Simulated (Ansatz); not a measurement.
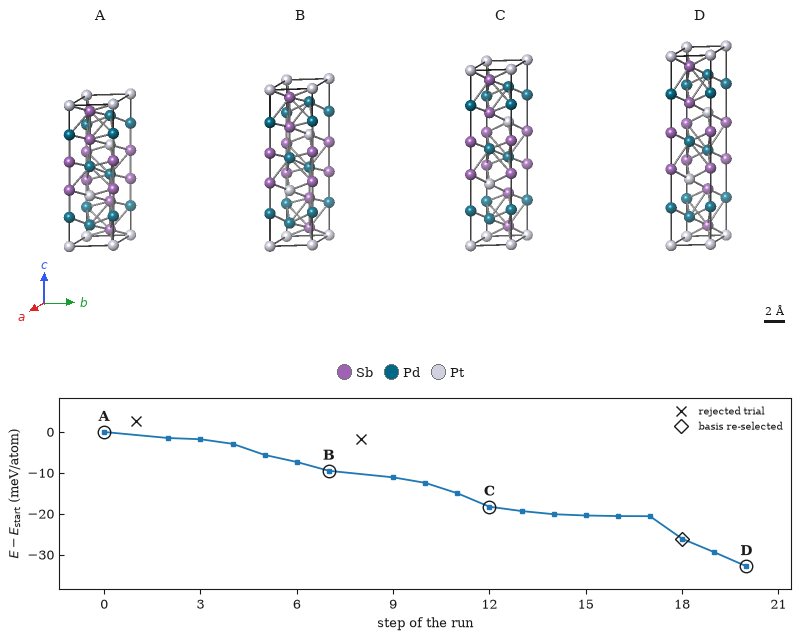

Frames of a relaxation of a crystal of Sb2Pd2Pt (built on the Bi2Te2S-166 type type), marked on the history of the run. A ball-and-stick model of the conventional cell (3 times the calculation's cell), seen slightly off an axis. Lengths and directions refer to the drawn axes.

Method: DFT, r2SCAN+rVV10, plane waves, PAW in Ansatz.

The input:
```yaml
crystal:
  lattice:
    - [2.2729701689, 1.312299938, 4.9906345797]
    - [-2.2729701689, 1.312299938, 4.9906345797]
    - [0.0, -2.6245998787, 4.990634579]
  atoms:
    - { symbol: Sb, position: [0.3999537104, 0.3999537104, 0.3999537104] }
    - { symbol: Sb, position: [0.6000462896, 0.6000462896, 0.6000462896] }
    - { symbol: Pd, position: [0.7925591547, 0.7925591547, 0.7925591547] }
    - { symbol: Pd, position: [0.2074408453, 0.2074408453, 0.2074408453] }
    - { symbol: Pt, position: [0.0, 0.0, 0.0] }
kpoints:
  mp_grid: { grid: [6, 6, 6] }
hamiltonian:
  xc: r2scan
  dispersion: rvv10
scf:
  occupations: { method: fermi_dirac, width: 0.03 }
relax:
  f_tol: 0.01
  cell: {}
  max_steps: 120
```

Command:
```bash
ansatz run input.yaml --threads 2 --pin off --max-ram 2211MiB --backend cpu --events-out ev --progress --plain --runs-dir out
```

### What happens along the run?

The run was cut off at its time limit before the relaxation converged, so the last structure is only a point on the way. The energy falls by 32.8 meV per atom in 17 accepted moves (20 points after the start). Largest force component: 0.037 eV/Å at the start, 0.055 eV/Å at the end. Pressure: 1.33 GPa at the start and −0.09 GPa at the end. The line search rejected the trial steps at points 1, 8 of the run. The SCF was repeated once at an unchanged geometry on a basis and grid sized afresh for the cell, which shifted the energy by 5.5 meV per atom at most. The largest moves relative to the cell, 0.16 Å, are those of Pd3 and Pd4. Pd3 goes along +c. By element the largest moves are Pd 0.16 Å, Sb 0.07 Å. Pt stays in place. The volume changes by +8.2 %, with a = b 4.546 → 4.083 Å (−10.2 %), c 14.972 → 20.078 Å (+34.1 %). Some distances before and after: Sb1–Pd4 2.882 → 4.099 Å, Sb1–Sb2 2.996 → 3.873 Å, Pd3–Pd4 2.895 → 2.699 Å, Sb1–Pd4 (another image) 3.367 → 3.505 Å. Bonds break: Sb1–Pd4 (2.88 → 4.10 Å), Sb2–Pd3 (2.88 → 4.10 Å). Bond angles that change, for instance: Sb1–Pt5–Sb1 108.1° → 96.0°, Sb1–Pt5–Sb2 71.9° → 84.0°, Pt5–Sb2–Pt5 108.1° → 96.0°. The space group stays R-3m (No. 166). From step 0 to 7: Sb atoms move most (0.09 Å), volume +3.4 %, energy −9.5 meV per atom. From step 7 to 12: Pd atoms move most (0.17 Å), volume +2.2 %, energy −8.8 meV per atom. From step 12 to 20: Sb atoms move most (0.06 Å), volume +2.3 %, energy −14.5 meV per atom.

```
step  E − E(0), meV/atom  largest force component, eV/Å  pressure, GPa  volume, Å³/atom                      note
   0                0.00                         0.0370           1.33           17.863                          
   1                2.68                         0.1287          -2.89           18.515                  rejected
   2               -1.48                         0.0598          -0.35           18.115                          
   3               -1.77                         0.0440          -0.37           18.128                          
   4               -2.89                         0.0503           0.07           18.143                          
   5               -5.61                         0.1908           1.31           18.228                          
   6               -7.33                         0.1088           0.68           18.271                          
   7               -9.48                         0.0986          -0.13           18.476                          
   8               -1.62                         0.5424           2.09           18.386                  rejected
   9              -11.08                         0.1195           0.58           18.464                          
  10              -12.43                         0.0681           0.21           18.604                          
  11              -14.96                         0.1706           0.32           18.736                          
  12              -18.26                         0.2327           0.58           18.881                          
  13              -19.31                         0.0063          -0.40           19.109                          
  14              -20.09                         0.0444          -0.73           19.094                          
  15              -20.40                         0.0399           0.63           18.930                          
  16              -20.54                         0.0272          -0.03           19.018                          
  17              -20.57                         0.0007           0.01           19.014                          
  18              -26.08                         0.0020           0.40           19.014  same geometry, new basis
  19              -29.36                         0.0035           0.40           19.107                          
  20              -32.79                         0.0550          -0.09           19.321
```
